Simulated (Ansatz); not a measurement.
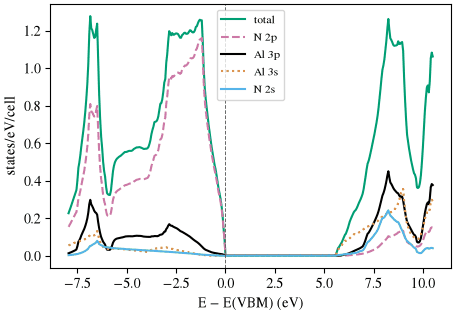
Figure. Total and projected density of states of AlN (rock salt, space group No. 225), the program Ansatz at the r²SCAN level (PAW)

Which orbitals carry the states next to the gap?

Top 1 eV of the valence band: N 2p 94 %. Bottom 1 eV of the conduction band: Al 3s 60 %, Al 3p 8 %, N 2s 7 %, outside the projected shells 24 %. Projections are on Löwdin-orthogonalised atomic valence shells; empty p or d shells of many metals are not among them.

Where is the tallest occupied peak in this window, and what makes it?

Near -6.8 eV, about 1.3 states/eV per cell; the largest projected share is N 2p.

Space group Fm-3m (rock salt). This is a known high-pressure phase of the composition, computed here at zero pressure and temperature. The cell was relaxed with r²SCAN under the symmetry of its start; phonons on a q-mesh show no instability.

Potentials: the later of the program's two PAW sets.
